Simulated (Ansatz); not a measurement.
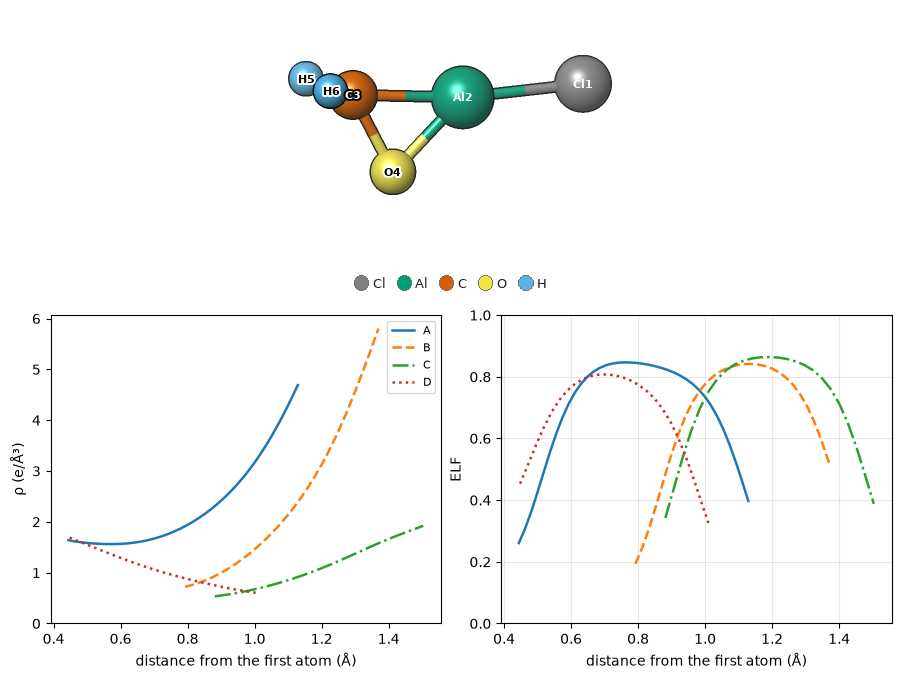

Figure. CH2AlClO. Electron density and ELF along straight lines between neighbouring atoms. The curves leave out the atomic cores. The structure is drawn too.

Theory: Ansatz 0.2.0, RKS PBE0/def2-SVP.

Input

```
crystal:
  periodic: [false, false, false]
  atoms:
    - { symbol: Cl, position_ang: [-1.8871, -2.3062, 0.7547] }
    - { symbol: Al, position_ang: [-0.976, -0.4929, -0.1643] }
    - { symbol: C, position_ang: [0.5575, 0.61, 0.0385] }
    - { symbol: O, position_ang: [0.3632, 0.3014, -1.2874] }
    - { symbol: H, position_ang: [1.536, 0.1175, 0.3605] }
    - { symbol: H, position_ang: [0.4485, 1.7061, 0.2518] }
basis:
  gaussian: { orbitals: def2-SVP }
hamiltonian:
  xc: pbe0
relax:
  f_tol: 0.02
  max_steps: 50
output:
  orbitals: {}
```

Launched as:

```sh
ansatz run input.yaml --threads 1 --pin off --max-ram 2048MiB --backend cpu --events-out ev --progress --plain --runs-dir out
```

The fields are those of the relaxed geometry.

> Which curve belongs to which contact (Al–Cl, Al–O, C–Al and C–O)? The first atom named is at distance zero.

Curve A: C–O (1.48 Å): the density is about 1.8 e/Å³ at the midpoint, with its minimum of 1.6 e/Å³ about 0.6 Å from C; the ELF peaks at about 0.85 between the atoms (a polar covalent bond). Curve B: Al–O (1.71 Å): the density is about 0.86 e/Å³ at the midpoint; the ELF peaks at about 0.85 in the valence shell of O, 0.6 Å from its nucleus, and is about 0.40 at the midpoint. Curve C: Al–Cl (2.07 Å): ρ at the midpoint is about 0.73 e/Å³; the ELF peaks at about 0.85 in the valence shell of Cl, 0.9 Å from its nucleus, and is about 0.80 at the midpoint. Curve D: C–Al (1.89 Å): ρ at the midpoint is about 0.67 e/Å³; the ELF peaks at about 0.80 in the valence shell of C, 0.7 Å from its nucleus, and is about 0.55 at the midpoint.
